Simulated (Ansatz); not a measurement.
```
Sn Ge O
1.0
     3.22582    0.00000    0.00000
    -1.61291    2.79364    0.00000
     0.00000    0.00000   10.54002
Sn Ge O
2 1 2
Direct
  0.33333 0.66667 0.67065
  0.33333 0.66667 0.32935
  0.66667 0.33333 0.00000
  0.66667 0.33333 0.79473
  0.66667 0.33333 0.20527
```

Space group P-6m2; a structure generated by program, which may or may not match a known phase.

The calculation used DFT PBE, scalar-relativistic, plane waves, PAW in Ansatz.

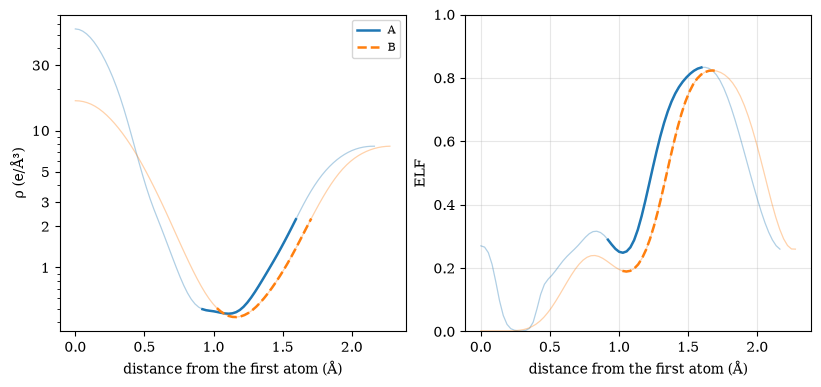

Sn$_{2}$GeO$_{2}$. Valence charge density (pseudo) and ELF along straight lines between neighbouring atoms. Thin, pale parts lie inside the atomic spheres.

Core electrons are frozen (PAW), and the valence fields are smoothed inside the atomic spheres.

> Which curve belongs to which contact (Ge–O and Sn–O)? The first atom named is at distance zero.

Curve A: Ge–O (2.16 Å): ρ at the midpoint is about 0.46 e/Å³; the ELF is about 0.25 at the midpoint: no shared electron pair shows on this line. Curve B: Sn–O (2.28 Å): ρ is about 0.44 e/Å³ halfway; the ELF peaks at about 0.80 in the valence shell of O, 0.6 Å from its nucleus, and is about 0.20 at the midpoint; no shared electron pair shows on this line.
